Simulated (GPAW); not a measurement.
Frequency calculation, with input and output: GaF

GaF, SMILES [F][Ga], computed with C09-vdW/plane waves, scalar-relativistic datasets (GPAW 26.7.0).

The geometry was optimised with C09-vdW/pw.

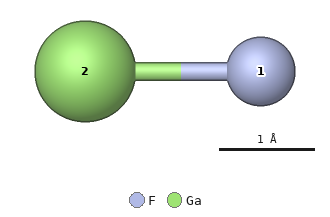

The structure (ball-and-stick view, seen on its broad side; atoms are numbered from 1 in the order of the input). Sticks mark near contacts.

Input file (FGa.py)
```python
from ase.io import read
from ase.thermochemistry import IdealGasThermo
from ase.vibrations import Vibrations
from gpaw import GPAW, PW

atoms = read('relaxed.xyz')

gpaw_calc = GPAW(mode=PW(500),
                 xc={'name': 'C09-vdW', 'backend': 'libvdwxc'},
                 symmetry='off',
                 maxiter=150,
                 convergence={'density': 1e-05},
                 txt='FGa.txt')
atoms.calc = gpaw_calc

energy = atoms.get_potential_energy()
vib = Vibrations(atoms, delta=0.02, nfree=4)
vib.run()
vib.summary()
freqs = vib.get_frequencies()
zpe = vib.get_zero_point_energy()

thermo = IdealGasThermo(vib_energies=vib.get_energies(), potentialenergy=energy, atoms=atoms, geometry='linear',
                        symmetrynumber=1, spin=0.0, ignore_imag_modes=True)
H = thermo.get_enthalpy(298.15, verbose=False)
S = thermo.get_entropy(298.15, 101325.0, verbose=False)
G = thermo.get_gibbs_energy(temperature=298.15, pressure=101325.0)
```

File relaxed.xyz
```
2
Lattice="11.0 0.0 0.0 0.0 11.0 0.0 0.0 0.0 11.0" Properties=species:S:1:pos:R:3:magmoms:R:1:forces:R:3 free_energy=23.69671054246517 energy=23.69671054246517 dipole="-0.00039165613542618556 -0.00039165613542618556 0.5748527051492344" magmom=0.0 pbc="F F F"
F        5.50000000       5.50000000       4.57702714       0.00000000       0.00000000      -0.00000000       0.02311168
Ga       5.50000000       5.50000000       6.42320641       0.00000000       0.00000000      -0.00000000      -0.00927152
```

Run on 1 thread of Intel Xeon @ 2.50GHz (Skylake/Cascade Lake), 12 GiB of memory available, shared host.

Command:
```bash
python FGa.py > FGa.log
```

Output
```
---------------------
  #    meV     cm^-1
---------------------
  0    0.4i      3.1i
  1    0.2i      1.7i
  2    2.3      18.7
  3   11.1      89.7
  4   11.2      90.1
  5   76.1     614.2
---------------------
Zero-point energy: 0.050 eV
Enthalpy components at T = 298.15 K:
===============================
Enthalpy components at T = 298.15 K:
===============================
E_pot                 23.697 eV
E_ZPE                  0.038 eV
Cv_trans (0->T)        0.039 eV
Cv_rot (0->T)          0.026 eV
Cv_vib (0->T)          0.004 eV
-------------------------------
U                     23.803 eV
===============================
(C_v -> C_p)           0.026 eV
-------------------------------
H                     23.829 eV
===============================

Entropy components at T = 298.15 K and P = 101325.0 Pa:
=================================================
{"":15s}{"S":13s}     {"T*S:13s}
S_trans (1 bar)    0.0017080 eV/K        0.509 eV
S_rot              0.0006410 eV/K        0.191 eV
S_elec             0.0000000 eV/K        0.000 eV
S_vib              0.0000185 eV/K        0.006 eV
S (1 bar -> P)    -0.0000011 eV/K       -0.000 eV
-------------------------------------------------
S                  0.0023663 eV/K        0.706 eV
=================================================

Free energy components at T = 298.15 K and P = 101325.0 Pa:
=======================
    H         23.829 eV
 -T*S         -0.706 eV
-----------------------
    G         23.123 eV
=======================
```

Key numbers

| quantity | value |
| --- | --- |
| outcome | converged |
| energy relative to the program's reference atoms | 23.6967 eV |
| zero-point energy | 0.001399 hartree |
| wavenumbers, lowest and highest | 614 cm⁻¹ |
| wall time | 16 min |
| peak memory | 0.9 GiB |
